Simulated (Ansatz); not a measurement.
# Al3BP4: a trial structure relaxed

The task: take a trial cell of Al3BP4 to zero force and stress.

Computed with Ansatz 0.2.0 (DFT PBE, scalar-relativistic, plane waves, PAW, unless a step's input says otherwise).

### 1 The system as given

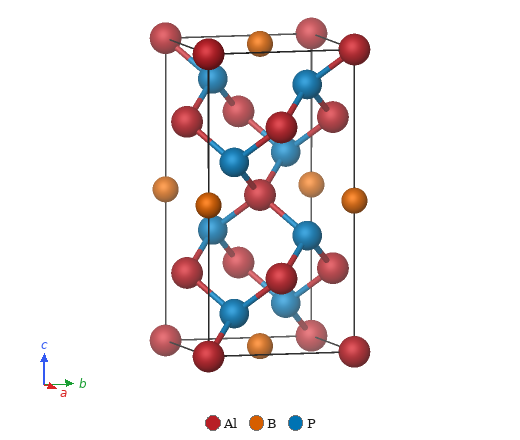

Start, viewed slightly off an axis; aluminium red, boron orange, phosphorus blue. Atoms on the faces are drawn again on the opposite ones. The cell drawn here is the conventional one.

As a file:

```
CELL_PARAMETERS angstrom
-2.56313 2.56313 5.12625
2.56313 -2.56313 5.12625
2.56313 2.56313 -5.12625
ATOMIC_POSITIONS crystal
Al 0.75000 0.25000 0.50000
Al 0.00000 0.00000 0.00000
Al 0.25000 0.75000 0.50000
B 0.50000 0.50000 0.00000
P 0.87500 0.37500 0.00000
P 0.12500 0.12500 0.50000
P 0.37500 0.87500 0.00000
P 0.62500 0.62500 0.50000
```

The start is an ordering of an alloy on its end members' structure types: elements ordered on the sites of the AlP type, B/Al on Al (I-42m, No. 121).

### 2 The guess as it stands, on a coarse mesh

File input.yaml:

```yaml
crystal:
  lattice:
    - [-2.56312655, 2.56312655, 5.12625311]
    - [2.56312655, -2.56312655, 5.12625311]
    - [2.56312655, 2.56312655, -5.12625311]
  atoms:
    - { symbol: Al, position: [0.75, 0.25, 0.5] }
    - { symbol: Al, position: [0.0, 0.0, 0.0] }
    - { symbol: Al, position: [0.25, 0.75, 0.5] }
    - { symbol: B, position: [0.5, 0.5, 0.0] }
    - { symbol: P, position: [0.875, 0.375, 0.0] }
    - { symbol: P, position: [0.125, 0.125, 0.5] }
    - { symbol: P, position: [0.375, 0.875, 0.0] }
    - { symbol: P, position: [0.625, 0.625, 0.5] }
basis:
  ecutwfc: 420
kpoints:
  mp_grid: { grid: [6, 6, 6] }
hamiltonian:
  xc: pbe
scf:
  occupations: { method: gaussian, width: 0.1 }
  lower_state_search: "off"
output:
  forces: true
  stress: true
  eigenvalues: true
```

On the command line:

```
$ ansatz run input.yaml --threads 1 --pin off --max-ram 2560MiB --backend cpu --events-out ev --progress --plain --runs-dir out
```

Standard output (excerpt; [...] marks lines left out):

```text
[...]
SCF converged after 6 iterations
Free energy (F): -4792.605320 eV
[...]
E sigma→0 (E₀):  -4792.605320 eV
Fermi energy:    7.120177 eV
[...]
--- Forces (eV/Å), atoms counted from 1 ---
  atom   1  Al     0.00000000    -0.00000000    -0.00000000
  atom   2  Al     0.00000000     0.00000000     0.00000000
  atom   3  Al     0.00000000     0.00000000    -0.00000000
  atom   4  B      0.00000000     0.00000000    -0.00000000
  atom   5  P      1.99641762    -1.99641762    -1.85337516
  atom   6  P      1.99641762     1.99641762     1.85337516
  atom   7  P     -1.99641762     1.99641762    -1.85337516
  atom   8  P     -1.99641762    -1.99641762     1.85337516
[...]
--- Stress (GPa, compression-positive) ---
       14.292680       0.000000       0.000000
        0.000000      14.292680      -0.000000
       -0.000000      -0.000000      14.264152
  P = ⅓ Tr σ = 14.2832 GPa (142.832 kbar)
--- Band table (eV; the first three rows and the last of 30) ---
  k-point 0: bands = ["-6.1557", "-3.0888", "-3.0016", "-3.0016", "-0.0268", "0.7613", "1.0725", "2.4893", "2.7306", "2.9870", "2.9870", "3.9037", "3.9037", "6.4801", "6.5645", "6.5645", "7.9715", "8.3870", "10.2594", "10.4529", "10.4529", "11.1358", "11.2510"]
[...]
```

It took 11 s on 1 thread of Arm Neoverse V1, shared host; peak memory 0.38 GiB.

Read-out: pressure 14.3 GPa, largest force 3.38 eV/Å, gap on this mesh 1.11 eV. A cheap, loose relaxation comes first.

### 3 A loose first relaxation

Edit input.yaml of step 2 so:

```diff
@@ -27 +27,6 @@
   eigenvalues: true
+relax:
+  adjacent_minimum: "off"
+  f_tol: 0.04
+  max_steps: 70
+  cell: { stress_tol: 0.4 }
```

On the command line:

```
$ ansatz run input.yaml --threads 1 --pin off --max-ram 2560MiB --backend cpu --events-out ev --progress --plain --runs-dir out
```

Standard output:

```text
Warning: RAYON_NUM_THREADS=1 ignored (pool sized by the plan → 1); use --threads N
Engine: ansatz 0.2.0, aarch64-unknown-linux-gnu
Pseudopotentials: kind: paw
Pseudopotential: Al, paw, valence charge 3, recommended cutoff 420 eV (normal), Al.paw.azcp
Pseudopotential: B, paw, valence charge 3, recommended cutoff 420 eV (normal), B.paw.azcp
Pseudopotential: P, paw, valence charge 5, recommended cutoff 420 eV (normal), P.paw.azcp
Functional definition: PBE
  parameter kappa = 0.804
  parameter beta = 0.06672455060314922
  exchange = pbe_x(kappa = kappa, mu = beta*pi^2/3)
  correlation = pbe_c(beta = beta)
Crystal: 8 atoms, lattice volume = 134.710 Å³
Basis set: ecut = 420 eV, 2665 PW (Γ), exchange–correlation on 90×90×90 points (8 copies of the dense FFT grid, shifted against one another)
Bands: 24, of which v1, the nominal top of the filled ones, is band 16 counted from 1 (15 counted from 0)
Symmetry: 8 space group operations
Space group: I-42m (ITA 121), of the structure as read, at distance tolerance 5.1e-5 Å
k-points: 30 of 216 (time reversal used)
Non-local potential: Al, projectors of the file, l = 0: 2, l = 1: 2, l = 2: 1
Non-local potential: B, projectors of the file, l = 0: 2, l = 1: 2, l = 2: 1
Non-local potential: P, projectors of the file, l = 0: 2, l = 1: 2, l = 2: 2
PAW form: soft (Blöchl's): semilocal exchange-correlation on the pseudo side does not see the compensation charge
PAW one-centre angular grid: Al, 110 points (default); XC on 64 Gauss nodes
PAW one-centre angular grid: B, 110 points (default); XC on 64 Gauss nodes
PAW one-centre angular grid: P, 110 points (default); XC on 64 Gauss nodes
Initial density: superposition of atomic densities (neutral atoms: chi_scale 0, normalization atom), corrected by the library's trained network
Initial wavefunctions: pseudopotential atomic-orbital guess
Functional: x = pbe(κ = 0.804, μ = 0.2195149727645171), c = pbe(β = 0.06672455060314922)
SCF iter   1: F=—  HF=-4792.603215 eV  |F-HF|=—  |Δ(HF+E_count)|=         —  Δρ=1.02e-3  dr2=1.63e-3  ethr=1.77e-3  ⟨swp⟩=8.9  Hψ=4873  notcnv=0
preconditioner: auto → Resta (q_TF=auto, 2.147 Å⁻¹)  ε∞=5.1  [insulator: Δε(μ)=1.099 eV  Ē_g=8.961 eV  σ=0.100 eV  W_gap=1.00  n_scr=22 (ndim 8)  ℏωp=18.1 eV  f_vac=0.000  D(μ)=0.00/eV (n_scr^D=0)  ε∞_Penn≈5.1]
SCF iter   2: F=—  HF=-4792.605081 eV  |F-HF|=—  |Δ(HF+E_count)|=   1.87e-3  Δρ=5.98e-4  dr2=6.99e-4  ethr=5.08e-6  ⟨swp⟩=3.0  Hψ=1506  notcnv=0  defer=2
SCF iter   3: F=—  HF=-4792.605261 eV  |F-HF|=—  |Δ(HF+E_count)|=   1.81e-4  Δρ=2.31e-4  dr2=1.02e-4  ethr=2.18e-6  ⟨swp⟩=2.1  Hψ=949  notcnv=0  defer=2
SCF iter   4: F=—  HF=-4792.605301 eV  |F-HF|=—  |Δ(HF+E_count)|=   3.99e-5  Δρ=8.10e-5  dr2=1.51e-5  ethr=3.19e-7  ⟨swp⟩=2.7  Hψ=1151  notcnv=0  defer=2
SCF iter   5: F=—  HF=-4792.605319 eV  |F-HF|=—  |Δ(HF+E_count)|=   1.82e-5  Δρ=2.15e-5  dr2=1.24e-6  ethr=4.73e-8  ⟨swp⟩=2.9  Hψ=1259  notcnv=0  defer=2
SCF iter   6: F=-4792.605320 eV  HF=-4792.605320 eV  |F-HF|=3.34e-8  |Δ(HF+E_count)|=   7.76e-7  Δρ=4.84e-6  dr2=3.15e-8  ethr=3.13e-10  ⟨swp⟩=9.8  Hψ=4532  notcnv=0
SCF 1 converged in 6 iterations: F = -4792.605320 eV  dr2 = 3.15e-8
relax step   1: F+E_penalty+E_count = -4792.60532028 eV  Δ(F+E_penalty+E_count) = +0.000e0 eV  max|allowed force component| = 1.996e0 eV/Å  Δτ_max = 0.0000 Å  P = +14.283 GPa  Ω = 134.710 Å³  (6 SCF iters, dr2 threshold 1.00e-7 eV, accepted)
Crystal: 8 atoms, lattice volume = 142.365 Å³
Basis set: ecut = 420 eV, 2817 PW (Γ), exchange–correlation on 90×90×90 points (8 copies of the dense FFT grid, shifted against one another)
Initial density: handed on by an earlier stage of this run
Initial wavefunctions: those handed on with the density
iter 1 solved again at ethr=2.36e-3 eV; its pass at ethr=3.10e-3 eV (dr2=7.55e-1 eV) is discarded
SCF iter   1: F=—  HF=-4794.785503 eV  |F-HF|=—  |Δ(HF+E_count)|=         —  Δρ=1.75e-2  dr2=8.28e-1  ethr=2.36e-3  ⟨swp⟩=1.0  Hψ=5353  notcnv=0
preconditioner: auto → Resta (q_TF=auto, 2.127 Å⁻¹)  ε∞=5.0  [insulator: Δε(μ)=1.203 eV  Ē_g=8.835 eV  σ=0.100 eV  W_gap=1.00  n_scr=22 (ndim 8)  ℏωp=17.6 eV  f_vac=0.000  D(μ)=0.00/eV (n_scr^D=0)  ε∞_Penn≈5.0]
SCF iter   2: F=—  HF=-4794.612078 eV  |F-HF|=—  |Δ(HF+E_count)|=   1.73e-1  Δρ=6.43e-3  dr2=5.52e-2  ethr=2.36e-3  ⟨swp⟩=3.1  Hψ=1356  notcnv=0
SCF iter   3: F=—  HF=-4794.606446 eV  |F-HF|=—  |Δ(HF+E_count)|=   5.63e-3  Δρ=2.52e-3  dr2=7.07e-3  ethr=1.73e-4  ⟨swp⟩=2.1  Hψ=1111  notcnv=0  defer=4
SCF iter   4: F=—  HF=-4794.607473 eV  |F-HF|=—  |Δ(HF+E_count)|=   1.03e-3  Δρ=4.00e-4  dr2=2.81e-4  ethr=2.21e-5  ⟨swp⟩=2.3  Hψ=1160  notcnv=0  defer=4
SCF iter   5: F=—  HF=-4794.607603 eV  |F-HF|=—  |Δ(HF+E_count)|=   1.30e-4  Δρ=9.47e-5  dr2=1.42e-5  ethr=8.78e-7  ⟨swp⟩=2.3  Hψ=1106  notcnv=0  defer=4
SCF iter   6: F=-4794.607622 eV  HF=-4794.607621 eV  |F-HF|=6.45e-7  |Δ(HF+E_count)|=   1.77e-5  Δρ=2.03e-5  dr2=5.70e-7  ethr=2.50e-9  ⟨swp⟩=9.3  Hψ=4779  notcnv=0
SCF 2 converged in 6 iterations: F = -4794.607622 eV  dr2 = 5.70e-7
relax step   2: F+E_penalty+E_count = -4794.60762171 eV  Δ(F+E_penalty+E_count) = -2.002e0 eV  max|allowed force component| = 8.115e-1 eV/Å  Δτ_max = 0.1710 Å  P = +3.312 GPa  Ω = 142.365 Å³  energy of the carried Pulay correction = -2.279e-3 eV  (6 SCF iters, dr2 threshold 8.00e-7 eV, accepted)
Crystal: 8 atoms, lattice volume = 142.841 Å³
iter 1 solved again at ethr=1.25e-3 eV; its pass at ethr=3.10e-3 eV (dr2=4.00e-1 eV) is discarded
SCF iter   1: F=—  HF=-4794.901552 eV  |F-HF|=—  |Δ(HF+E_count)|=         —  Δρ=1.33e-2  dr2=4.62e-1  ethr=1.25e-3  ⟨swp⟩=1.1  Hψ=5087  notcnv=0
preconditioner: auto → Resta (q_TF=auto, 2.126 Å⁻¹)  ε∞=5.0  [insulator: Δε(μ)=1.074 eV  Ē_g=8.834 eV  σ=0.100 eV  W_gap=1.00  n_scr=22 (ndim 8)  ℏωp=17.6 eV  f_vac=0.000  D(μ)=0.00/eV (n_scr^D=0)  ε∞_Penn≈5.0]
SCF iter   2: F=—  HF=-4794.800109 eV  |F-HF|=—  |Δ(HF+E_count)|=   1.01e-1  Δρ=4.39e-3  dr2=2.57e-2  ethr=1.25e-3  ⟨swp⟩=3.0  Hψ=1424  notcnv=0
SCF iter   3: F=—  HF=-4794.798161 eV  |F-HF|=—  |Δ(HF+E_count)|=   1.95e-3  Δρ=1.61e-3  dr2=2.43e-3  ethr=8.03e-5  ⟨swp⟩=2.5  Hψ=1123  notcnv=0
SCF iter   4: F=—  HF=-4794.798545 eV  |F-HF|=—  |Δ(HF+E_count)|=   3.85e-4  Δρ=1.80e-4  dr2=4.72e-5  ethr=7.60e-6  ⟨swp⟩=2.1  Hψ=1120  notcnv=0
SCF iter   5: F=—  HF=-4794.798562 eV  |F-HF|=—  |Δ(HF+E_count)|=   1.64e-5  Δρ=5.09e-5  dr2=3.12e-6  ethr=1.48e-7  ⟨swp⟩=2.6  Hψ=1211  notcnv=0
SCF iter   6: F=-4794.798564 eV  HF=-4794.798564 eV  |F-HF|=3.16e-8  |Δ(HF+E_count)|=   2.82e-6  Δρ=8.14e-6  dr2=1.17e-7  ethr=2.50e-9  ⟨swp⟩=9.1  Hψ=4146  notcnv=0
SCF 3 converged in 6 iterations: F = -4794.798564 eV  dr2 = 1.17e-7
relax step   3: F+E_penalty+E_count = -4794.79856438 eV  Δ(F+E_penalty+E_count) = -1.909e-1 eV  max|allowed force component| = 4.235e-1 eV/Å  Δτ_max = 0.1171 Å  P = +2.290 GPa  Ω = 142.841 Å³  energy of the carried Pulay correction = -2.417e-3 eV  (6 SCF iters, dr2 threshold 8.00e-7 eV, accepted)
Crystal: 8 atoms, lattice volume = 146.517 Å³
Basis set: ecut = 420 eV, 2881 PW (Γ), exchange–correlation on 90×90×90 points (8 copies of the dense FFT grid, shifted against one another)
iter 1 solved again at ethr=2.74e-4 eV; its pass at ethr=3.10e-3 eV (dr2=8.75e-2 eV) is discarded
SCF iter   1: F=—  HF=-4794.876771 eV  |F-HF|=—  |Δ(HF+E_count)|=         —  Δρ=5.58e-3  dr2=8.50e-2  ethr=2.74e-4  ⟨swp⟩=1.4  Hψ=4809  notcnv=0
preconditioner: auto → Resta (q_TF=auto, 2.117 Å⁻¹)  ε∞=5.0  [insulator: Δε(μ)=1.147 eV  Ē_g=8.693 eV  σ=0.100 eV  W_gap=1.00  n_scr=22 (ndim 8)  ℏωp=17.4 eV  f_vac=0.000  D(μ)=0.00/eV (n_scr^D=0)  ε∞_Penn≈5.0]
SCF iter   2: F=—  HF=-4794.857356 eV  |F-HF|=—  |Δ(HF+E_count)|=   1.94e-2  Δρ=1.79e-3  dr2=5.11e-3  ethr=2.66e-4  ⟨swp⟩=2.1  Hψ=1167  notcnv=0
SCF iter   3: F=—  HF=-4794.856700 eV  |F-HF|=—  |Δ(HF+E_count)|=   6.55e-4  Δρ=6.12e-4  dr2=5.05e-4  ethr=1.60e-5  ⟨swp⟩=2.6  Hψ=1183  notcnv=0
SCF iter   4: F=—  HF=-4794.856771 eV  |F-HF|=—  |Δ(HF+E_count)|=   7.07e-5  Δρ=8.24e-5  dr2=1.16e-5  ethr=1.58e-6  ⟨swp⟩=2.3  Hψ=1205  notcnv=0
SCF iter   5: F=—  HF=-4794.856780 eV  |F-HF|=—  |Δ(HF+E_count)|=   8.62e-6  Δρ=2.34e-5  dr2=8.91e-7  ethr=2.50e-9  ⟨swp⟩=10.1  Hψ=4229  notcnv=0
SCF iter   6: F=-4794.856781 eV  HF=-4794.856781 eV  |F-HF|=3.91e-8  |Δ(HF+E_count)|=   1.14e-6  Δρ=4.84e-6  dr2=3.36e-8  ethr=2.50e-9  ⟨swp⟩=5.3  Hψ=3005  notcnv=0
SCF 4 converged in 6 iterations: F = -4794.856781 eV  dr2 = 3.36e-8
relax step   4: F+E_penalty+E_count = -4794.85678075 eV  Δ(F+E_penalty+E_count) = -5.822e-2 eV  max|allowed force component| = 1.331e-1 eV/Å  Δτ_max = 0.0396 Å  P = -0.251 GPa  Ω = 146.517 Å³  energy of the carried Pulay correction = -3.464e-3 eV  (6 SCF iters, dr2 threshold 8.00e-7 eV, accepted)
Crystal: 8 atoms, lattice volume = 146.091 Å³
iter 1 solved again at ethr=5.57e-6 eV; its pass at ethr=3.10e-3 eV (dr2=1.78e-3 eV) is discarded
SCF iter   1: F=—  HF=-4794.859743 eV  |F-HF|=—  |Δ(HF+E_count)|=         —  Δρ=8.60e-4  dr2=1.83e-3  ethr=5.57e-6  ⟨swp⟩=3.6  Hψ=4381  notcnv=0
preconditioner: auto → Resta (q_TF=auto, 2.118 Å⁻¹)  ε∞=5.0  [insulator: Δε(μ)=1.132 eV  Ē_g=8.719 eV  σ=0.100 eV  W_gap=1.00  n_scr=22 (ndim 8)  ℏωp=17.4 eV  f_vac=0.000  D(μ)=0.00/eV (n_scr^D=0)  ε∞_Penn≈5.0]
SCF iter   2: F=—  HF=-4794.859371 eV  |F-HF|=—  |Δ(HF+E_count)|=   3.72e-4  Δρ=3.43e-4  dr2=1.70e-4  ethr=5.57e-6  ⟨swp⟩=2.7  Hψ=1102  notcnv=0
SCF iter   3: F=—  HF=-4794.859355 eV  |F-HF|=—  |Δ(HF+E_count)|=   1.66e-5  Δρ=1.13e-4  dr2=1.54e-5  ethr=5.31e-7  ⟨swp⟩=2.2  Hψ=1070  notcnv=0
SCF iter   4: F=-4794.859356 eV  HF=-4794.859356 eV  |F-HF|=1.56e-7  |Δ(HF+E_count)|=   1.53e-6  Δρ=1.49e-5  dr2=3.92e-7  ethr=2.50e-9  ⟨swp⟩=7.4  Hψ=4269  notcnv=0
SCF 5 converged in 4 iterations: F = -4794.859356 eV  dr2 = 3.92e-7
relax step   5: F+E_penalty+E_count = -4794.85935637 eV  Δ(F+E_penalty+E_count) = -2.576e-3 eV  max|allowed force component| = 2.060e-2 eV/Å  Δτ_max = 0.0092 Å  P = +0.008 GPa  Ω = 146.091 Å³  energy of the carried Pulay correction = -3.344e-3 eV  (4 SCF iters, dr2 threshold 8.00e-7 eV, accepted)
Initial wavefunctions: pseudopotential atomic-orbital guess (no wavefunctions were taken with the density)
iter 1 solved again at ethr=3.68e-7 eV; its pass at ethr=3.10e-3 eV (dr2=1.18e-4 eV) is discarded
SCF iter   1: F=—  HF=-4794.864745 eV  |F-HF|=—  |Δ(HF+E_count)|=         —  Δρ=9.90e-5  dr2=1.78e-6  ethr=3.68e-7  ⟨swp⟩=3.3  Hψ=6948  notcnv=0
preconditioner: auto → Resta (q_TF=auto, 2.118 Å⁻¹)  ε∞=5.0  [insulator: Δε(μ)=1.131 eV  Ē_g=8.717 eV  σ=0.100 eV  W_gap=1.00  n_scr=22 (ndim 8)  ℏωp=17.4 eV  f_vac=0.000  D(μ)=0.00/eV (n_scr^D=0)  ε∞_Penn≈5.0]
SCF iter   2: F=—  HF=-4794.864764 eV  |F-HF|=—  |Δ(HF+E_count)|=   1.92e-5  Δρ=5.28e-5  dr2=5.61e-7  ethr=5.57e-9  ⟨swp⟩=2.1  Hψ=1202  notcnv=0
SCF iter   3: F=—  HF=-4794.864770 eV  |F-HF|=—  |Δ(HF+E_count)|=   5.83e-6  Δρ=2.72e-6  dr2=1.20e-8  ethr=1.75e-9  ⟨swp⟩=2.0  Hψ=1208  notcnv=0
SCF iter   4: F=-4794.864770 eV  HF=-4794.864770 eV  |F-HF|=2.50e-9  |Δ(HF+E_count)|=   8.91e-9  Δρ=1.14e-6  dr2=1.74e-9  ethr=1.60e-11  ⟨swp⟩=8.8  Hψ=3661  notcnv=0
SCF 6 converged in 4 iterations: F = -4794.864770 eV  dr2 = 1.74e-9
relax step   6: F+E_penalty+E_count = -4794.86476989 eV  Δ(F+E_penalty+E_count) = -5.414e-3 eV  max|allowed force component| = 2.042e-2 eV/Å  Δτ_max = 0.0000 Å  P = +0.066 GPa  Ω = 146.091 Å³  stress off target by 1.64e-1 GPa  SCF on the basis re-selected at this cell (its energy is not comparable with the rows above)  (4 SCF iters)
basis re-selected at this cell: Δ(F+E_penalty+E_count) = -5.414e-3 eV, ΔP = +0.058 GPa vs the last step (what re-selecting the basis moved, of the pressure what is left beyond the Pulay correction that the steps carried, after the strain that the cell walked since its last selection, with what the two solves' SCF thresholds leave and, on support functions, any second-order correction that the steps lacked; it is no measure of the basis error at this ecutwfc). This SCF's stress stands 1.64e-1 GPa from its target on what of the cell is left free (relax.cell.stress_tol is 4.00e-1 GPa) and its largest allowed force component is 2.04e-2 eV/Å (relax.f_tol is 4.00e-2 eV/Å): within both
SCF converged after 4 iterations
Free energy (F): -4794.864770 eV
Harris-Foulkes:  -4794.864770 eV  (|F-HF|=2.50e-9)
Internal energy: -4794.864770 eV  (E = F + TS)
E sigma→0 (E₀):  -4794.864770 eV
Fermi energy:    6.458982 eV
--- Per-component energies (eV) ---
  E_band       = 29.096420
  E_kinetic    = 398.083838
  E_local      = -354.241385  (includes V_loc(G=0)·N_el)
  E_nonlocal   = 178.768349
  E_hartree    = 109.524741
  E_xc         = -397.683328
  E_vxc        = -368.395053  (∫ρ·V_xc dr)
  E_paw        = -3758.535699  (= ΣΔE_a)
  E_vpaw       = -44.168675  (= ΣTr[D̂ρ^β])
  E_aug_tail   = 0.000003  (compensation charges beyond the density's cutoff)
  E_ewald      = -970.781288
  E_smearing   = -0.000000  (= −TS)
  E_closure    = 0.000000  (closes the sum)
  Σ components = -4794.864770   (vs F -4794.864770, Δ=0.00e0)
--- Forces (eV/Å), atoms counted from 1 ---
  atom   1  Al     0.00000000    -0.00000000    -0.00000000
  atom   2  Al    -0.00000000     0.00000000     0.00000000
  atom   3  Al     0.00000000     0.00000000    -0.00000000
  atom   4  B     -0.00000000    -0.00000000    -0.00000000
  atom   5  P      0.01118496    -0.01118496     0.02042413
  atom   6  P      0.01118496     0.01118496    -0.02042413
  atom   7  P     -0.01118496     0.01118496     0.02042413
  atom   8  P     -0.01118496    -0.01118496    -0.02042413
  max |Σ_I F_I| component: 2.26e-17 eV/Å
--- Stress (GPa, compression-positive) ---
        0.017047       0.000000       0.000000
        0.000000       0.017047      -0.000000
        0.000000      -0.000000       0.163717
  P = ⅓ Tr σ = 0.0659 GPa (0.659 kbar)
--- Band table (eV; the first three rows and the last of 30) ---
  k-point 0: bands = ["-6.6690", "-3.7042", "-3.5862", "-3.5862", "-1.3778", "0.6796", "0.9734", "1.9009", "2.0380", "2.0380", "2.2222", "3.5928", "3.5928", "5.7784", "5.8907", "5.8907", "7.0213", "7.7411", "9.4693", "9.5067", "9.5067", "9.6603", "10.7593", "10.7593"]
  k-point 1: bands = ["-6.4661", "-3.9507", "-3.8113", "-3.6892", "-1.0657", "0.5154", "0.7113", "1.8456", "1.9916", "2.4671", "2.9417", "3.5072", "3.9685", "4.5775", "5.2017", "5.8053", "7.5126", "9.0392", "9.3260", "9.6580", "9.6605", "10.3193", "10.5617", "10.6857"]
  k-point 2: bands = ["-5.9319", "-4.4181", "-4.1807", "-3.8874", "-0.6959", "-0.0785", "0.4107", "1.5802", "2.4827", "3.1492", "3.6351", "4.0433", "4.0483", "4.3779", "4.7584", "5.4868", "8.1378", "9.0991", "9.6340", "9.7143", "9.9012", "10.2139", "10.4387", "10.7446"]
  k-point 29: bands = ["-6.0538", "-5.1366", "-3.6619", "-3.6619", "-0.8449", "0.3566", "2.0883", "2.5432", "2.7446", "2.7446", "3.3805", "3.7046", "4.2090", "4.2090", "4.6892", "4.6892", "7.4292", "7.4292", "7.7815", "8.1442", "8.3752", "8.4829", "9.6710", "10.1217"]
--- Relaxed structure (5 steps of the walk, 5 accepted, 1 SCFs on fresh bases) ---
  F+E_penalty+E_count = -4794.86476989 eV   max|allowed force component| = 2.042e-2 eV/Å   (the final SCF, on the basis selected at the relaxed cell)
  cell:  # Å, volume = 146.0912 Å³
    - [-2.641891817266801, 2.641891817266801, 5.232799716154731]
    - [2.641891817266801, -2.641891817266801, 5.232799716154731]
    - [2.641891817266801, 2.641891817266801, -5.232799716154731]
  atoms:
    - { symbol: Al, position: [0.75, 0.25, 0.5] }
    - { symbol: Al, position: [-2.537999158275283e-19, 8.459997238259831e-20, 1.6919994410506405e-19] }
    - { symbol: Al, position: [0.25, 0.75, 0.5] }
    - { symbol: B, position: [0.5, 0.5, 1.6919994410506345e-19] }
    - { symbol: P, position: [0.8326827471236976, 0.3950013368555759, 0.0] }
    - { symbol: P, position: [0.16731725287630242, 0.16731725287630242, 0.5623185897318782] }
    - { symbol: P, position: [0.3950013368555759, 0.8326827471236976, 0.0] }
    - { symbol: P, position: [0.6049986631444242, 0.6049986631444242, 0.4376814102681217] }
```

Wall time 80 s (1 thread of Arm Neoverse V1, shared host); peak memory 0.41 GiB.

The steps of the relaxation:

| step | E - E(step 1) (eV/cell) | largest force component (eV/Å) | pressure (GPa) | volume (Å³) |
| --- | --- | --- | --- | --- |
| 1 | 0.0000 | 1.9964 | 14.28 | 134.71 |
| 2 | -2.0023 | 0.8115 | 3.31 | 142.36 |
| 3 | -2.1932 | 0.4235 | 2.29 | 142.84 |
| 4 | -2.2515 | 0.1331 | -0.25 | 146.52 |
| 5 | -2.2540 | 0.0206 | 0.01 | 146.09 |
| 6 | -2.2595 | 0.0204 | 0.07 | 146.09 |

Step 1 is the start. Step 6 repeats the geometry before it on a plane-wave basis chosen anew for that cell, so its energy need not be comparable with the rows above.

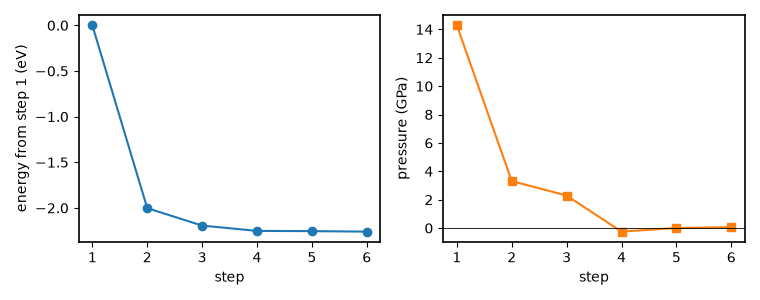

Energy and pressure along the relaxation.

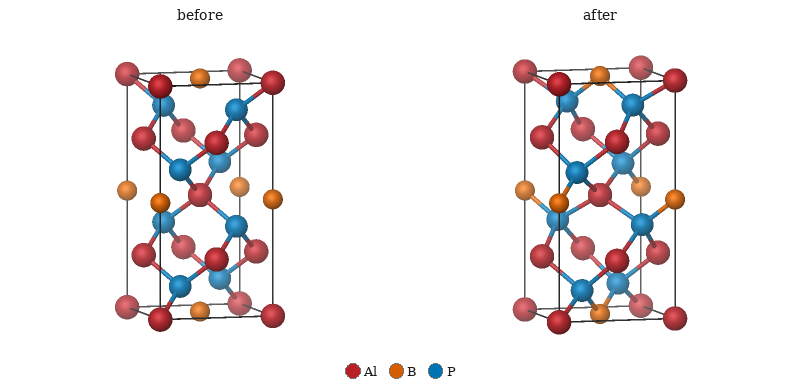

The structure before (left) and after (right) the relaxation, drawn at the same scale.

Lengths and angles in the start's conventional setting:

|  | before | after | change |
| --- | --- | --- | --- |
| a (Å) | 5.126 | 5.284 | +3.1 % |
| b (Å) | 5.126 | 5.284 | +3.1 % |
| c (Å) | 10.253 | 10.466 | +2.1 % |
| volume (Å³/atom) | 16.84 | 18.26 | +8.4 % |
| shortest distance (Å) | 2.220 | 2.023 | -8.9 % |
| space group (0.01 Å) | I-42m | I-42m | same |

The run keeps the 8 symmetry operations of the start, so it could not have lowered the symmetry.

(Part 1 of 2 ends here.)
